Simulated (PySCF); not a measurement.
# N···Mg···Li: magnetic exchange

Aim: compute the magnetic exchange of N···Mg···Li.

Programs: PySCF 2.14.0, with routines of our own; each step states its level. All values are computed. Atoms count from 0.

## 1. The starting structure

3 atoms, charge 0, high-spin multiplicity 5; geometry from: GFN2-xTB fragments, placed rigidly.

The system (radical pair across a spacer): N···Mg···Li. The radical centres are 6.11 Å apart; the spin sites are atom 0 (3 unpaired) and atom 1 (1 unpaired).

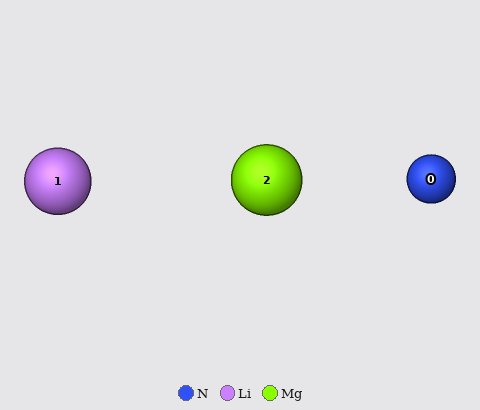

The starting geometry (nitrogen blue, lithium purple, magnesium green); sticks join atoms by distance alone.

## 2. Magnetic exchange: CASSCF and SC-NEVPT2/def2-TZVP (4,4)

Job settings and geometry (Å):

```
{"job": {"kind": "cas", "basis": "def2-TZVP", "active": "magnetic", "zfs": false}, "charge": 0, "high_spin_multiplicity": 5, "spin_sites": [[[0], 3], [[1], 1]]}
N      0.000000     0.000000    -2.933700
Li     0.000000     0.000000     3.175000
Mg     0.000000     0.000000    -0.241300
```

With the program's defaults for keys left out, this is: CASSCF and SC-NEVPT2/def2-TZVP spin states, gas phase.

Started as:

```sh
> OMP_NUM_THREADS=1 python exch_run.py task.json out
```

The driver reads the jobs from task.json and runs them one after another.

Standard output:

```text
start orbitals: natural orbitals of the high-spin HF determinant (converged)
active space: 4 electrons in 4 orbitals, 9 closed; orbitals optimised for multiplicities 5 3
macro   0  E = -261.4214357651  dE =  0.000e+00  |g| = 7.030e-02
macro   1  E = -261.4238727260  dE = -2.437e-03  |g| = 3.263e-02
macro   2  E = -261.4246012393  dE = -7.285e-04  |g| = 1.611e-02
macro   3  E = -261.4247359961  dE = -1.348e-04  |g| = 8.599e-03
macro   4  E = -261.4248028970  dE = -6.690e-05  |g| = 5.826e-03
macro   5  E = -261.4248337536  dE = -3.086e-05  |g| = 5.327e-03
macro   6  E = -261.4248511258  dE = -1.737e-05  |g| = 3.455e-03
macro   7  E = -261.4248570026  dE = -5.877e-06  |g| = 1.786e-03
macro   8  E = -261.4248589425  dE = -1.940e-06  |g| = 1.086e-03
macro   9  E = -261.4248595239  dE = -5.814e-07  |g| = 6.362e-04
macro  10  E = -261.4248596747  dE = -1.507e-07  |g| = 2.453e-04
macro  11  E = -261.4248597000  dE = -2.536e-08  |g| = 9.066e-05
CASSCF converged, mean energy = -261.4248597000
2S+1 = 5  root 0  E(CAS) = -261.42173578  E(NEVPT2) = -261.74675214  occupations 1.000 1.000 1.000 1.000
2S+1 = 3  root 0  E(CAS) = -261.42798362  E(NEVPT2) = -261.75586102  occupations 1.256 1.000 1.000 0.744
```

Wall time 1.5 s (1 thread of Arm Neoverse N1, shared host); peak memory 0.19 GiB.

Key values:

```tsv
quantity	value
J (CASSCF)	-343 cm⁻¹
J (NEVPT2)	-500 cm⁻¹
low less high spin (NEVPT2)	-5.7 kcal/mol
```

Mulliken spin populations of the high-spin state:

```tsv
atom	value (e)
N0	2.95
Li1	0.93
Mg2	0.12
```

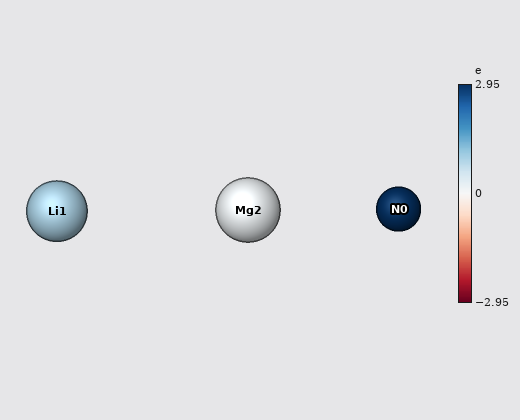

Mulliken spin populations of the high-spin state, as colours on the atoms.

The fields below are evaluated on a grid from the run's orbitals.

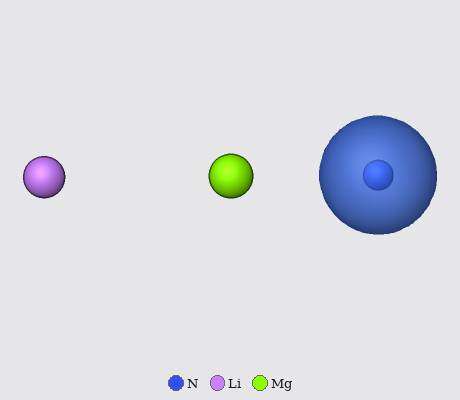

Spin density at ±0.1 e/Å³ (alpha excess blue, beta excess red).

In these pictures sticks join atoms by distance alone, so bonds to metals can be missing or extra.

## 3. Magnetic exchange: HF/def2-TZVP

Job settings and geometry (Å):

```
{"job": {"kind": "bs", "xc": "HF", "basis": "def2-TZVP", "rks": false}, "charge": 0, "high_spin_multiplicity": 5, "spin_sites": [[[0], 3], [[1], 1]]}
N      0.000000     0.000000    -2.933700
Li     0.000000     0.000000     3.175000
Mg     0.000000     0.000000    -0.241300
```

With the program's defaults for keys left out, this is: HF/def2-TZVP high-spin and broken-symmetry single points, gas phase.

Standard output:

```text
high-spin state, multiplicity 5
final grid: 33376 points
cycle   1  E = -261.3535758498  dE = -4.878e-01  |g| = 2.553e-01  |ddm| = 1.330e+00
cycle   2  E = -261.4060542225  dE = -5.248e-02  |g| = 1.140e-01  |ddm| = 4.368e-01
cycle   3  E = -261.4195063016  dE = -1.345e-02  |g| = 5.180e-02  |ddm| = 1.687e-01
cycle   4  E = -261.4265611374  dE = -7.055e-03  |g| = 1.698e-02  |ddm| = 1.697e-01
cycle   5  E = -261.4275178658  dE = -9.567e-04  |g| = 6.199e-03  |ddm| = 7.177e-02
cycle   6  E = -261.4276661822  dE = -1.483e-04  |g| = 3.120e-03  |ddm| = 3.243e-02
cycle   7  E = -261.4277116386  dE = -4.546e-05  |g| = 1.538e-03  |ddm| = 2.067e-02
cycle   8  E = -261.4277232885  dE = -1.165e-05  |g| = 6.800e-04  |ddm| = 1.161e-02
cycle   9  E = -261.4277258987  dE = -2.610e-06  |g| = 3.028e-04  |ddm| = 5.752e-03
cycle  10  E = -261.4277266374  dE = -7.387e-07  |g| = 2.151e-04  |ddm| = 2.398e-03
cycle  11  E = -261.4277271897  dE = -5.522e-07  |g| = 1.732e-04  |ddm| = 2.027e-03
cycle  12  E = -261.4277280581  dE = -8.685e-07  |g| = 7.484e-05  |ddm| = 5.239e-03
cycle  13  E = -261.4277281946  dE = -1.365e-07  |g| = 2.533e-05  |ddm| = 2.458e-03
cycle  14  E = -261.4277282019  dE = -7.319e-09  |g| = 7.458e-06  |ddm| = 5.085e-04
converged SCF energy = -261.4277282019

broken-symmetry state, M_S = 1, start: spins of the second site flipped
final grid: 33376 points
cycle   1  E = -261.4303088550  dE = -1.140e-02  |g| = 3.145e-02  |ddm| = 1.779e-01
cycle   2  E = -261.4328204221  dE = -2.512e-03  |g| = 1.794e-02  |ddm| = 9.807e-02
cycle   3  E = -261.4346603264  dE = -1.840e-03  |g| = 1.235e-02  |ddm| = 1.025e-01
cycle   4  E = -261.4360173460  dE = -1.357e-03  |g| = 9.768e-03  |ddm| = 9.201e-02
cycle   5  E = -261.4373999494  dE = -1.383e-03  |g| = 4.514e-03  |ddm| = 1.480e-01
cycle   6  E = -261.4375795947  dE = -1.796e-04  |g| = 2.232e-03  |ddm| = 4.527e-02
cycle   7  E = -261.4376142211  dE = -3.463e-05  |g| = 8.055e-04  |ddm| = 2.718e-02
cycle   8  E = -261.4376162463  dE = -2.025e-06  |g| = 3.267e-04  |ddm| = 7.291e-03
cycle   9  E = -261.4376170581  dE = -8.117e-07  |g| = 1.652e-04  |ddm| = 4.167e-03
cycle  10  E = -261.4376172629  dE = -2.048e-07  |g| = 9.857e-05  |ddm| = 1.386e-03
cycle  11  E = -261.4376173874  dE = -1.245e-07  |g| = 4.326e-05  |ddm| = 1.599e-03
cycle  12  E = -261.4376174032  dE = -1.583e-08  |g| = 2.144e-05  |ddm| = 4.101e-04
cycle  13  E = -261.4376174071  dE = -3.864e-09  |g| = 5.356e-06  |ddm| = 2.897e-04
converged SCF energy = -261.4376174071

<S^2> high spin = 6.0597, broken symmetry = 3.0212
E(HS) - E(BS) = 2170.43 cm-1
J_noodleman = -723.48 cm-1
J_unprojected = -542.61 cm-1
J_yamaguchi = -714.30 cm-1
```

Run time: 0.6 s. Hardware: 1 thread of Arm Neoverse N1, shared host; peak memory 0.2 GiB.

In short:

```tsv
quantity	value
J (Yamaguchi)	-714 cm⁻¹
low less high spin, projected	-8.3 kcal/mol
```

## 4. Magnetic exchange: CAM-B3LYP/def2-TZVP

Job settings and geometry (Å):

```
{"job": {"kind": "bs", "xc": "CAM-B3LYP", "grid": 1, "basis": "def2-TZVP", "rks": false}, "charge": 0, "high_spin_multiplicity": 5, "spin_sites": [[[0], 3], [[1], 1]]}
N      0.000000     0.000000    -2.933700
Li     0.000000     0.000000     3.175000
Mg     0.000000     0.000000    -0.241300
```

Method: CAM-B3LYP/def2-TZVP high-spin and broken-symmetry single points, gas phase.

Standard output:

```text
high-spin state, multiplicity 5
final grid: 16440 points
cycle   1  E = -262.1258058200  dE = -1.425e-02  |g| = 3.982e-02  |ddm| = 2.755e-01
cycle   2  E = -262.1277019062  dE = -1.896e-03  |g| = 1.937e-02  |ddm| = 1.015e-01
cycle   3  E = -262.1282166415  dE = -5.147e-04  |g| = 1.015e-02  |ddm| = 4.084e-02
cycle   4  E = -262.1285780826  dE = -3.614e-04  |g| = 3.549e-03  |ddm| = 5.322e-02
cycle   5  E = -262.1286433206  dE = -6.524e-05  |g| = 2.211e-03  |ddm| = 2.313e-02
cycle   6  E = -262.1286607945  dE = -1.747e-05  |g| = 7.377e-04  |ddm| = 1.210e-02
cycle   7  E = -262.1286662359  dE = -5.441e-06  |g| = 3.074e-04  |ddm| = 8.209e-03
cycle   8  E = -262.1286670976  dE = -8.617e-07  |g| = 1.144e-04  |ddm| = 3.365e-03
cycle   9  E = -262.1286672112  dE = -1.137e-07  |g| = 4.086e-05  |ddm| = 1.270e-03
cycle  10  E = -262.1286672266  dE = -1.534e-08  |g| = 1.195e-05  |ddm| = 5.278e-04
cycle  11  E = -262.1286672274  dE = -8.733e-10  |g| = 2.773e-06  |ddm| = 1.362e-04
converged SCF energy = -262.1286672274

broken-symmetry state, M_S = 1, start: spins of the second site flipped
final grid: 16440 points
cycle   1  E = -262.1455756649  dE = -2.242e-02  |g| = 3.031e-02  |ddm| = 3.501e-01
cycle   2  E = -262.1516503155  dE = -6.075e-03  |g| = 1.940e-02  |ddm| = 1.879e-01
cycle   3  E = -262.1551105414  dE = -3.460e-03  |g| = 1.082e-02  |ddm| = 1.736e-01
cycle   4  E = -262.1563351074  dE = -1.225e-03  |g| = 8.286e-03  |ddm| = 1.056e-01
cycle   5  E = -262.1567479905  dE = -4.129e-04  |g| = 4.194e-03  |ddm| = 5.952e-02
cycle   6  E = -262.1568935451  dE = -1.456e-04  |g| = 3.787e-03  |ddm| = 3.302e-02
cycle   7  E = -262.1569862229  dE = -9.268e-05  |g| = 9.891e-04  |ddm| = 4.111e-02
cycle   8  E = -262.1569961500  dE = -9.927e-06  |g| = 2.732e-04  |ddm| = 1.491e-02
cycle   9  E = -262.1569965322  dE = -3.823e-07  |g| = 8.912e-05  |ddm| = 2.527e-03
cycle  10  E = -262.1569965775  dE = -4.529e-08  |g| = 5.148e-05  |ddm| = 8.040e-04
cycle  11  E = -262.1569965880  dE = -1.044e-08  |g| = 1.291e-05  |ddm| = 3.231e-04
cycle  12  E = -262.1569965894  dE = -1.413e-09  |g| = 7.193e-06  |ddm| = 1.590e-04
converged SCF energy = -262.1569965894

<S^2> high spin = 6.0287, broken symmetry = 2.3258
E(HS) - E(BS) = 6217.58 cm-1
J_noodleman = -2072.53 cm-1
J_unprojected = -1554.39 cm-1
J_yamaguchi = -1679.10 cm-1
```

It took 3.9 s on 1 thread of Arm Neoverse N1, shared host; peak memory 0.24 GiB.

J and the spin gap of this run are not to be taken as properties: the broken-symmetry state has ⟨S²⟩ 2.33 where antiparallel sites give about 3.0, so the electrons meant to stay apart are largely paired.

## 5. Magnetic exchange: CASSCF and SC-NEVPT2/def2-TZVP (6,6)

Job settings and geometry (Å):

```
{"job": {"kind": "cas", "basis": "def2-TZVP", "active": "natural", "max": 8, "thr": 0.008, "zfs": false}, "charge": 0, "high_spin_multiplicity": 5, "spin_sites": [[[0], 3], [[1], 1]]}
N      0.000000     0.000000    -2.933700
Li     0.000000     0.000000     3.175000
Mg     0.000000     0.000000    -0.241300
```

Method: CASSCF and SC-NEVPT2/def2-TZVP spin states, gas phase.

Standard output:

```text
start orbitals: natural orbitals of the high-spin HF determinant (converged)
active space: 6 electrons in 6 orbitals, 8 closed; orbitals optimised for multiplicities 5 3
macro   0  E = -261.4386639996  dE =  0.000e+00  |g| = 6.291e-02
macro   1  E = -261.4411183277  dE = -2.454e-03  |g| = 3.341e-02
macro   2  E = -261.4417323640  dE = -6.140e-04  |g| = 1.280e-02
macro   3  E = -261.4418478844  dE = -1.155e-04  |g| = 8.428e-03
macro   4  E = -261.4419195076  dE = -7.162e-05  |g| = 5.414e-03
macro   5  E = -261.4419314303  dE = -1.192e-05  |g| = 2.913e-03
macro   6  E = -261.4419362558  dE = -4.826e-06  |g| = 1.042e-03
macro   7  E = -261.4419373254  dE = -1.070e-06  |g| = 7.026e-04
macro   8  E = -261.4419377487  dE = -4.234e-07  |g| = 4.389e-04
macro   9  E = -261.4419378741  dE = -1.253e-07  |g| = 2.568e-04
macro  10  E = -261.4419379285  dE = -5.443e-08  |g| = 1.469e-04
CASSCF converged, mean energy = -261.4419379285
2S+1 = 5  root 0  E(CAS) = -261.43461865  E(NEVPT2) = -261.74889787  occupations 1.922 1.013 1.000 1.000 0.990 0.075
2S+1 = 3  root 0  E(CAS) = -261.44925721  E(NEVPT2) = -261.76835347  occupations 1.926 1.507 1.000 1.000 0.494 0.073
```

It took 0.8 s on 1 thread of Arm Neoverse N1, shared host; peak memory 0.24 GiB.

In short:

```tsv
quantity	value
J (CASSCF)	-803 cm⁻¹
J (NEVPT2)	-1068 cm⁻¹
low less high spin (NEVPT2)	-12.2 kcal/mol
```

## 6. Magnetic exchange: HF/def2-SVPD, other SCF options

Job settings and geometry (Å):

```
{"job": {"kind": "bs", "xc": "HF", "basis": "def2-SVPD", "rks": false, "scf": {"diis_space": 4, "max_cycle": 62}, "x2c": false}, "charge": 0, "high_spin_multiplicity": 5, "spin_sites": [[[0], 3], [[1], 1]]}
N      0.000000     0.000000    -2.933700
Li     0.000000     0.000000     3.175000
Mg     0.000000     0.000000    -0.241300
```

Method: HF/def2-SVPD high-spin and broken-symmetry single points, gas phase.

Standard output:

```text
high-spin state, multiplicity 5
final grid: 33376 points
cycle   1  E = -261.2118943539  dE = -5.051e-01  |g| = 2.408e-01  |ddm| = 1.253e+00
cycle   2  E = -261.2641521047  dE = -5.226e-02  |g| = 9.712e-02  |ddm| = 4.717e-01
cycle   3  E = -261.2771530105  dE = -1.300e-02  |g| = 5.003e-02  |ddm| = 2.071e-01
cycle   4  E = -261.2836043386  dE = -6.451e-03  |g| = 1.413e-02  |ddm| = 2.006e-01
cycle   5  E = -261.2843374564  dE = -7.331e-04  |g| = 5.080e-03  |ddm| = 7.809e-02
cycle   6  E = -261.2844633512  dE = -1.259e-04  |g| = 2.436e-03  |ddm| = 3.978e-02
cycle   7  E = -261.2845008930  dE = -3.754e-05  |g| = 9.947e-04  |ddm| = 2.755e-02
cycle   8  E = -261.2845073065  dE = -6.413e-06  |g| = 3.844e-04  |ddm| = 1.173e-02
cycle   9  E = -261.2845083593  dE = -1.053e-06  |g| = 1.784e-04  |ddm| = 4.074e-03
cycle  10  E = -261.2845086152  dE = -2.559e-07  |g| = 1.433e-04  |ddm| = 1.304e-03
cycle  11  E = -261.2845088978  dE = -2.826e-07  |g| = 1.089e-04  |ddm| = 1.643e-03
cycle  12  E = -261.2845091815  dE = -2.837e-07  |g| = 6.250e-05  |ddm| = 2.469e-03
cycle  13  E = -261.2845092798  dE = -9.831e-08  |g| = 2.902e-05  |ddm| = 1.727e-03
cycle  14  E = -261.2845092954  dE = -1.559e-08  |g| = 1.234e-05  |ddm| = 7.788e-04
cycle  15  E = -261.2845092964  dE = -9.921e-10  |g| = 5.780e-06  |ddm| = 1.506e-04
converged SCF energy = -261.2845092964

broken-symmetry state, M_S = 1, start: spins of the second site flipped
final grid: 33376 points
cycle   1  E = -261.2866989359  dE = -1.300e-02  |g| = 3.326e-02  |ddm| = 2.399e-01
cycle   2  E = -261.2896223955  dE = -2.923e-03  |g| = 1.874e-02  |ddm| = 1.274e-01
cycle   3  E = -261.2917581213  dE = -2.136e-03  |g| = 1.254e-02  |ddm| = 1.262e-01
cycle   4  E = -261.2932822259  dE = -1.524e-03  |g| = 9.900e-03  |ddm| = 1.059e-01
cycle   5  E = -261.2947676701  dE = -1.485e-03  |g| = 4.633e-03  |ddm| = 1.644e-01
cycle   6  E = -261.2949331957  dE = -1.655e-04  |g| = 2.785e-03  |ddm| = 4.266e-02
cycle   7  E = -261.2949899571  dE = -5.676e-05  |g| = 1.213e-03  |ddm| = 3.127e-02
cycle   8  E = -261.2949983125  dE = -8.355e-06  |g| = 5.924e-04  |ddm| = 1.085e-02
cycle   9  E = -261.2950005612  dE = -2.249e-06  |g| = 2.910e-04  |ddm| = 5.291e-03
cycle  10  E = -261.2950012138  dE = -6.525e-07  |g| = 2.105e-04  |ddm| = 1.838e-03
cycle  11  E = -261.2950018758  dE = -6.620e-07  |g| = 1.049e-04  |ddm| = 2.964e-03
cycle  12  E = -261.2950020234  dE = -1.476e-07  |g| = 6.123e-05  |ddm| = 1.413e-03
cycle  13  E = -261.2950020620  dE = -3.852e-08  |g| = 3.560e-05  |ddm| = 8.342e-04
cycle  14  E = -261.2950020723  dE = -1.032e-08  |g| = 1.897e-05  |ddm| = 4.192e-04
cycle  15  E = -261.2950020754  dE = -3.070e-09  |g| = 6.024e-06  |ddm| = 2.930e-04
converged SCF energy = -261.2950020754

<S^2> high spin = 6.0832, broken symmetry = 3.0078
E(HS) - E(BS) = 2302.90 cm-1
J_noodleman = -767.63 cm-1
J_unprojected = -575.72 cm-1
J_yamaguchi = -748.81 cm-1
```

Wall time 0.8 s (1 thread of Arm Neoverse N1, shared host); peak memory 0.24 GiB.

In short:

```tsv
quantity	value
J (Yamaguchi)	-749 cm⁻¹
low less high spin, projected	-8.7 kcal/mol
```

## 7. Magnetic exchange: CASSCF and SC-NEVPT2/def2-TZVP (6,6)

Job settings and geometry (Å):

```
{"job": {"kind": "cas", "basis": "def2-TZVP", "active": "natural", "max": 8, "thr": 0.008, "zfs": false, "max_cycle": 1}, "charge": 0, "high_spin_multiplicity": 5, "spin_sites": [[[0], 3], [[1], 1]]}
N      0.000000     0.000000    -2.933700
Li     0.000000     0.000000     3.175000
Mg     0.000000     0.000000    -0.241300
```

Level: CASSCF and SC-NEVPT2/def2-TZVP spin states, gas phase.

Standard output:

```text
start orbitals: natural orbitals of the high-spin HF determinant (converged)
active space: 6 electrons in 6 orbitals, 8 closed; orbitals optimised for multiplicities 5 3
macro   0  E = -261.4386639996  dE =  0.000e+00  |g| = 6.291e-02
macro   1  E = -261.4411183277  dE = -2.454e-03  |g| = 3.341e-02
CASSCF not converged, mean energy = -261.4411183277
2S+1 = 5  root 0  E(CAS) = -261.43513467  E(NEVPT2) = -261.74907658  occupations 1.927 1.011 1.000 1.000 0.992 0.070
2S+1 = 3  root 0  E(CAS) = -261.44710198  E(NEVPT2) = -261.76676715  occupations 1.929 1.464 1.000 1.000 0.537 0.070
```

It took 1.2 s on 1 thread of Arm Neoverse N1, shared host; peak memory 0.24 GiB.

**Diagnosis.** The input is at fault (too few CASSCF cycles), so numbers printed on the way are no properties; the log names what stopped the run.

## 8. The levels compared

J for H = −2J S1·S2; the gap is low spin less high spin (projected; unprojected where the broken-symmetry state collapsed; or NEVPT2):

```tsv
step	level	geometry	J (cm⁻¹)	gap (kcal/mol)	time
2	CASSCF and SC-NEVPT2/def2-TZVP (4,4)	one	-500	-5.7	1.5 s
3	HF/def2-TZVP	one	-714	-8.3	0.6 s
5	CASSCF and SC-NEVPT2/def2-TZVP (6,6)	one	-1068	-12.2	0.8 s
6	HF/def2-SVPD, other SCF options	one	-749	-8.7	0.8 s
```

CASSCF times leave out a start SCF that an earlier step had already made.

## 9. Summary of results

```
                                                                  quantity                                                                                             value
                 J (CASSCF) (step 2, CASSCF and SC-NEVPT2/def2-TZVP (4,4))                                                                                         -343 cm⁻¹
                 J (NEVPT2) (step 2, CASSCF and SC-NEVPT2/def2-TZVP (4,4))                                                                                         -500 cm⁻¹
low less high spin (NEVPT2) (step 2, CASSCF and SC-NEVPT2/def2-TZVP (4,4))                                                                                     -5.7 kcal/mol
                                                                         J  -1068 (CASSCF and SC-NEVPT2/def2-TZVP (6,6)) to -500 cm⁻¹ (CASSCF and SC-NEVPT2/def2-TZVP (4,4))
                                                                      runs                                                                1 failed, 0 ended on unsound input
```

**Reading.** Step 4 is set aside for J and the spin gap: the broken-symmetry state has ⟨S²⟩ 2.33 where antiparallel sites give about 3.0, so the electrons meant to stay apart are largely paired. The levels with a meaningful J put the low-spin state lower (antiferromagnetic coupling), from -1068 to -500 cm⁻¹.
